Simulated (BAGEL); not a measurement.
# A workflow on SnSiH6 (SMILES [SiH3][SnH3])

Wanted: a single-point energy (HF/x2c-SVPall), then the energy (NEVPT2(2,2)/x2c-SVPall) of SnSiH6. 

The calculation is run with BAGEL 1.2.2.

### 1 Starting point

SnSiH6 has 8 atoms, charge 0, and is taken as a singlet. As SMILES, `[SiH3][SnH3]`. The Si1–Sn2 distance was set to 4.097 Å, away from the relaxed value. At this shape a bond of the SMILES string is far longer than usual.

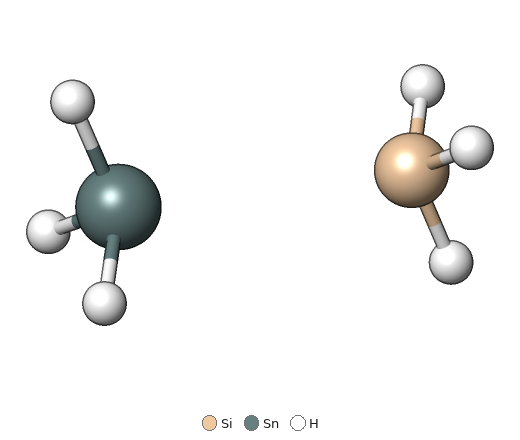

Viewed from a chosen angle; silicon light orange, tin teal, hydrogen white.

### 2 A single-point energy at HF/x2c-SVPall (DKH2, density fitting with AutoAux) (run 1)

File job.json:

```json
{ "bagel": [

{
  "title": "molecule",
  "basis": "x2c-svpall.json",
  "df_basis": "x2c-svpall-autoaux.json",
  "dkh": true,
  "geometry": [
    { "atom": "Si", "xyz": [ -2.57395060,  0.51348205, -4.70520640 ] },
    { "atom": "Sn", "xyz": [  1.15594547, -0.24453056,  2.03617990 ] },
    { "atom": "H", "xyz": [ -5.31121889,  0.95548899, -4.25242802 ] },
    { "atom": "H", "xyz": [ -2.27745257, -1.81711718, -6.24571114 ] },
    { "atom": "H", "xyz": [ -1.53403431,  2.68874579, -6.14744538 ] },
    { "atom": "H", "xyz": [  0.85113265,  2.42999882,  3.81592396 ] },
    { "atom": "H", "xyz": [  4.30139460, -0.77611052,  1.55052029 ] },
    { "atom": "H", "xyz": [ -0.03250329, -2.72044973,  3.73031937 ] }
  ]
},
{ "title": "hf" },
{ "title": "print", "file": "orbitals.molden", "orbitals": true }

]}
```

The basis set x2c-SVPall is read from a file made from the Basis Set Exchange's data (not shown).

Command:

```sh
$ BAGEL_NUM_THREADS=1 BAGEL job.json > job.out
```

Log:

```text
* using 1 threads per process

  ===============================================================
  ===============================================================

  *** Geometry ***

  { "atom" : "Si", "xyz" : [     -2.573951,      0.513482,     -4.705206 ] },
  { "atom" : "Sn", "xyz" : [      1.155945,     -0.244531,      2.036180 ] },
  { "atom" : "H", "xyz" : [     -5.311219,      0.955489,     -4.252428 ] },
  { "atom" : "H", "xyz" : [     -2.277453,     -1.817117,     -6.245711 ] },
  { "atom" : "H", "xyz" : [     -1.534034,      2.688746,     -6.147445 ] },
  { "atom" : "H", "xyz" : [      0.851133,      2.429999,      3.815924 ] },
  { "atom" : "H", "xyz" : [      4.301395,     -0.776111,      1.550520 ] },
  { "atom" : "H", "xyz" : [     -0.032503,     -2.720450,      3.730319 ] },

  Number of auxiliary basis functions:      646

  Since a DF basis is specified, we compute 2- and 3-index integrals:
    o Being stored without compression. Storage requirement is 0.036 GB

  Number of basis functions:       84
  Number of electrons      :       70

    * METHOD: MOLECULE                             0.38

  *** RHF ***

  === Nuclear Repulsion ===
   174.8918038343

      * DIIS with orbital gradients will be used.

  === RHF iteration (x2c-svpall.json) ===
      0      -6464.24029701          0.00611041           0.15
      1      -6464.27906650          0.00189976           0.14
      2      -6464.28318467          0.00075125           0.14
      3      -6464.28388944          0.00008800           0.14
      4      -6464.28390520          0.00002323           0.14
      5      -6464.28390648          0.00000596           0.14
      6      -6464.28390654          0.00000150           0.14
      7      -6464.28390654          0.00000021           0.14
      8      -6464.28390654          0.00000005           0.14
      9      -6464.28390654          0.00000001           0.14
    * SCF iteration converged.

    * Permanent dipole moment:
           (   -0.006666,     0.001747,    -0.011654) a.u.

    * METHOD: HF                                   1.94

    * METHOD: PRINT                                0.02

  ===============================================================
```

It took 2.5 s on 1 thread of Arm Neoverse V1, shared host; peak memory 0.17 GiB.

### 3 A single-point energy at NEVPT2(2,2)/x2c-SVPall (DKH2, density fitting with AutoAux) (run 2)

job.json, as its differences from that of step 2:

```diff
@@ -18,4 +18,29 @@
 },
-{ "title": "hf" },
-{ "title": "print", "file": "orbitals.molden", "orbitals": true }
+{
+  "title": "hf"
+},
+{
+  "title": "casscf",
+  "nstate": 1,
+  "nact": 2,
+  "nclosed": 34,
+  "active": [35, 36],
+  "maxiter": 200,
+  "natocc": true
+},
+{
+  "title": "nevpt2",
+  "nstate": 1,
+  "nact": 2,
+  "nclosed": 34,
+  "active": [35, 36],
+  "maxiter": 200,
+  "natocc": true,
+  "ncore": 23
+},
+{
+  "title": "print",
+  "file": "orbitals.molden",
+  "orbitals": true
+}
```

The basis set x2c-SVPall is read from a file made from the Basis Set Exchange's data (not shown).

Command:

```sh
$ BAGEL_NUM_THREADS=1 BAGEL job.json > job.out
```

Log:

```text
* using 1 threads per process

  ===============================================================
  ===============================================================

  *** Geometry ***

  { "atom" : "Si", "xyz" : [     -2.573951,      0.513482,     -4.705206 ] },
  { "atom" : "Sn", "xyz" : [      1.155945,     -0.244531,      2.036180 ] },
  { "atom" : "H", "xyz" : [     -5.311219,      0.955489,     -4.252428 ] },
  { "atom" : "H", "xyz" : [     -2.277453,     -1.817117,     -6.245711 ] },
  { "atom" : "H", "xyz" : [     -1.534034,      2.688746,     -6.147445 ] },
  { "atom" : "H", "xyz" : [      0.851133,      2.429999,      3.815924 ] },
  { "atom" : "H", "xyz" : [      4.301395,     -0.776111,      1.550520 ] },
  { "atom" : "H", "xyz" : [     -0.032503,     -2.720450,      3.730319 ] },

  Number of auxiliary basis functions:      646

  Since a DF basis is specified, we compute 2- and 3-index integrals:
    o Being stored without compression. Storage requirement is 0.036 GB

  Number of basis functions:       84
  Number of electrons      :       70

    * METHOD: MOLECULE                             0.38

  *** RHF ***

  === Nuclear Repulsion ===
   174.8918038343

      * DIIS with orbital gradients will be used.

  === RHF iteration (x2c-svpall.json) ===
      0      -6464.24029701          0.00611041           0.15
      1      -6464.27906650          0.00189976           0.15
      2      -6464.28318467          0.00075125           0.15
      3      -6464.28388944          0.00008800           0.15
      4      -6464.28390520          0.00002323           0.15
      5      -6464.28390648          0.00000596           0.15
      6      -6464.28390654          0.00000150           0.15
      7      -6464.28390654          0.00000021           0.15
      8      -6464.28390654          0.00000005           0.15
      9      -6464.28390654          0.00000001           0.15
    * SCF iteration converged.

    * Permanent dipole moment:
           (   -0.006666,     0.001747,    -0.011654) a.u.

    * METHOD: HF                                   1.98

  ---------------------------
      CASSCF calculation
  ---------------------------

    ==== Active orbitals : =====
         Orbital 35
         Orbital 36
    ============================

    * nstate   :      1
    * nclosed  :     34
    * nact     :      2
    * nvirt    :     48
  === CASSCF iteration (x2c-svpall.json) ===

    * Using the second-order algorithm

      0  0     -6464.31608364     2.37e-03      0.04

      1  0     -6464.32642334     3.09e-04      0.62

      2  0     -6464.32653337     4.55e-05      0.59

      3  0     -6464.32653501     6.06e-06      0.60

      4  0     -6464.32653504     8.74e-07      0.59

      5  0     -6464.32653504     1.47e-07      0.60

      6  0     -6464.32653504     2.80e-08      0.54

      7  0     -6464.32653504     5.67e-09      0.54

    * Second-order optimization converged. *

     guess   0:   closed 1.                   open ..

  === FCI iteration ===

      0  0     -6464.28055984     5.18e-02      0.00
      1  0     -6464.32650575     1.32e-03      0.00
      2  0 *   -6464.32653504     3.78e-16      0.00

     * ci vector, state   0, <S^2> = 0.0000
       2.     0.9141293672
       .2    -0.4054226191

    * METHOD: CASSCF                               4.62

    * freezing 23 orbitals

  === DF-NEVPT2 calculation ===

    * 3-index integral transformation done
    * assembly done

      NEVPT2 correlation energy:   -0.2437267567      0.12

          (+0)     -0.1603145158
          (+0)'    -0.0404625988
          (+1)     -0.0091220190
          (+1)'    -0.0044669753
          (+2)     -0.0003085581
          (-1)     -0.0263724518
          (-1)'    -0.0014363455
          (-2)     -0.0012432923

      NEVPT2 total energy:       -6464.5702617960

    * METHOD: NEVPT2                               0.34

    * METHOD: PRINT                                0.02

  ===============================================================
```

Run time: 7.5 s. Hardware: 1 thread of Arm Neoverse V1, shared host; peak memory 0.18 GiB.

### 4 What came out

| quantity | value |
| --- | --- |
| run 1, HF/x2c-SVPall: total energy | -6464.28391 Eh |
| run 1, HF/x2c-SVPall: dipole moment | 0.03 D |
| run 1, HF/x2c-SVPall: HOMO energy | -7.41 eV |
| run 1, HF/x2c-SVPall: LUMO energy | -0.51 eV |
| run 1, HF/x2c-SVPall: HOMO–LUMO gap | 6.91 eV |
| run 2, NEVPT2(2,2)/x2c-SVPall: total energy | -6464.57026 Eh |

**Reading.** One bond (run 1, HF/x2c-SVPall) is far stretched, which a spin-restricted single reference describes badly; a broken-symmetry solution may lie lower.
